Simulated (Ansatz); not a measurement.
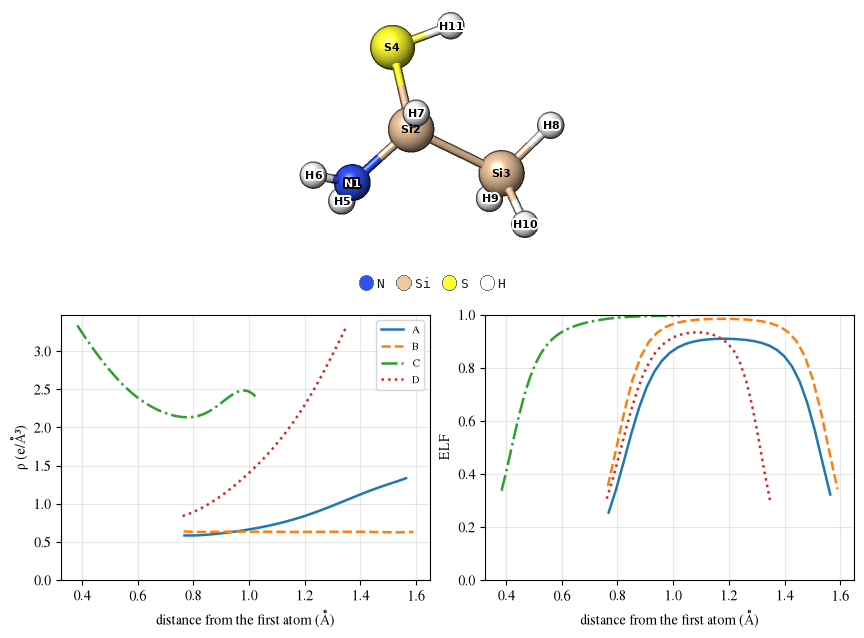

The picture shows: H7NSSi2. Total electron density and ELF along straight lines between neighbouring atoms. The curves leave out the atomic cores. The structure is drawn too.

All numbers below come from Ansatz 0.2.0, RKS PBE/def2-SVP.

Input file:

```
crystal:
  periodic: [false, false, false]
  atoms:
    - { symbol: "N", position_ang: [-0.5379, 1.7033, -0.6164] }
    - { symbol: Si, position_ang: [-0.0904, 0.117, -0.6191] }
    - { symbol: Si, position_ang: [1.1765, -0.5141, 1.1807] }
    - { symbol: S, position_ang: [-1.8674, -0.9294, -0.6858] }
    - { symbol: H, position_ang: [-1.2759, 1.8774, 0.0895] }
    - { symbol: H, position_ang: [-1.0906, 1.9372, -1.4973] }
    - { symbol: H, position_ang: [0.639, -0.1119, -1.8968] }
    - { symbol: H, position_ang: [1.5236, -1.9613, 1.1307] }
    - { symbol: H, position_ang: [0.503, -0.2139, 2.5147] }
    - { symbol: H, position_ang: [2.5157, 0.2039, 1.2341] }
    - { symbol: H, position_ang: [-1.4302, -2.1653, -0.8138] }
basis:
  gaussian: { orbitals: def2-SVP }
hamiltonian:
  xc: pbe
relax:
  f_tol: 0.02
  max_steps: 50
output:
  orbitals: {}
```

Command:

```sh
ansatz run input.yaml --threads 2 --pin off --max-ram 3072MiB --backend cpu --events-out ev --progress --plain --runs-dir out
```

The fields are those of the relaxed geometry.

### Which curve belongs to which contact (N–H, Si–N, Si–S and Si–Si)? The first atom named is at distance zero.

Curve A: Si–S (2.20 Å): ρ is about 0.74 e/Å³ halfway, with its minimum of 0.58 e/Å³ about 0.8 Å from Si; the ELF peaks at about 0.90 between the atoms; a shared electron pair. Curve B: Si–Si (2.36 Å): the density is about 0.63 e/Å³ at the midpoint; the ELF peaks at about 1 between the atoms (a shared electron pair). Curve C: N–H (1.02 Å): ρ at the midpoint is about 2.7 e/Å³; the ELF climbs to about 1 towards the hydrogen, as it does in any bond to H (a covalent bond by its length). Curve D: Si–N (1.74 Å): ρ at the midpoint is about 1 e/Å³; the ELF peaks at about 0.95 between the atoms (a shared but strongly polarised pair).
